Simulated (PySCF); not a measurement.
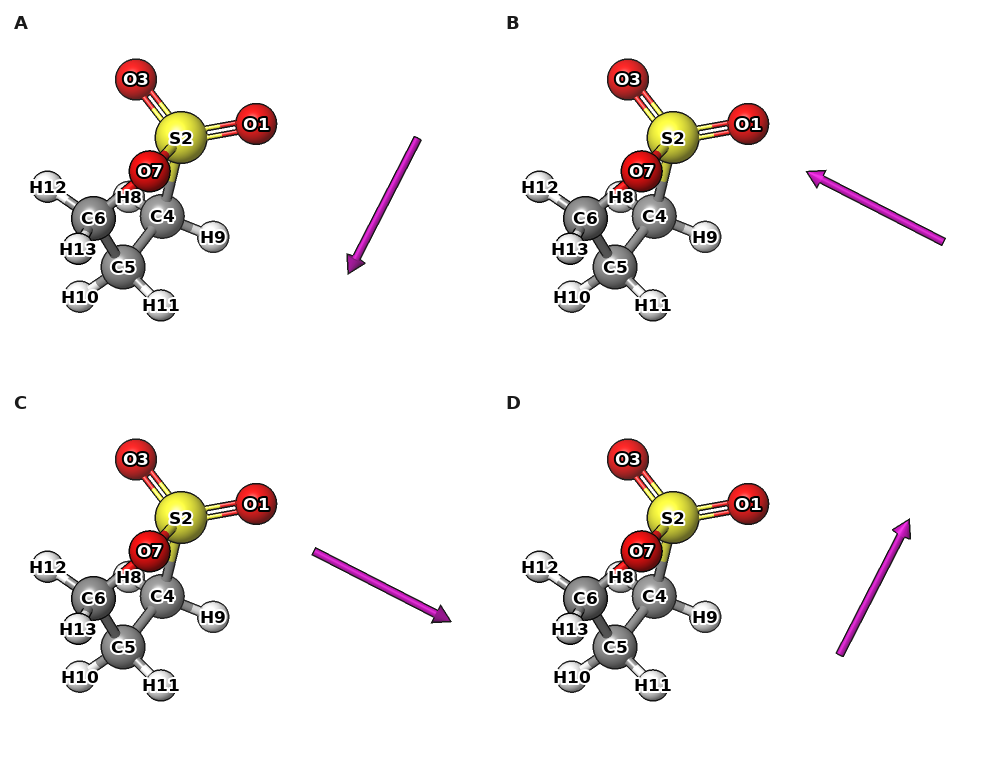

The same molecule four times, each with an arrow. The geometry was computed by an optimisation with GFN2-xTB. No frequency run is at hand to confirm it as a minimum. Method: PBE0/def2-SVPD, gas phase (PySCF 2.14.0).

**Which arrow points along the dipole moment, from the negative to the positive end?**

A. The dipole moment is 5.77 D; it points from the side of O1 to the side of H10 (the outermost atoms at the two ends).
